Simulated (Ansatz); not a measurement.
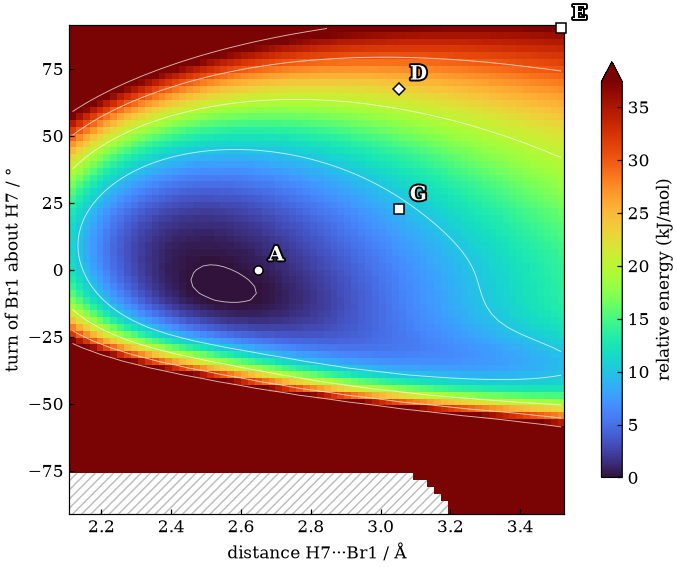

The pair Br···CH₅N, charge −1. The turn is about an axis along (−0.39, −0.79, 0.47) in the frame of the relaxed pair, normal to the line between the partners. First axis: distance H7···Br1. Second axis: turn of Br1 about H7. The grid has 9 × 9 points. At 7 points there is no value (left out of the scan, as a rule where atoms come close). Points are written as (first, second). Energies: kJ/mol, counted from the lowest grid point. Level of theory: RKS PBE0-D4/def2-TZVPD in Ansatz 0.2.0.

Drawn: a smooth colour map with a few white contour lines, one colour for all values above the top of the scale, hatched blanks where no value was computed, lettered points. Between grid points the surface is interpolated.

Is E the lowest point of the computed grid?

Answer. No. E lies 37 kJ/mol above the lowest grid point, which is at (2.472 Å, 0.0°).

What kind of point is each of A, D, G: minimum, saddle, maximum or slope?

Answer. A: on a slope; D: on a slope; G: on a slope. (In these two coordinates alone; a stationary point may lie a little off the grid point.)

Rank the lettered points by energy, lowest first.

Answer. A (0.49 kJ/mol), G (9 kJ/mol), D (23 kJ/mol), E (37 kJ/mol).
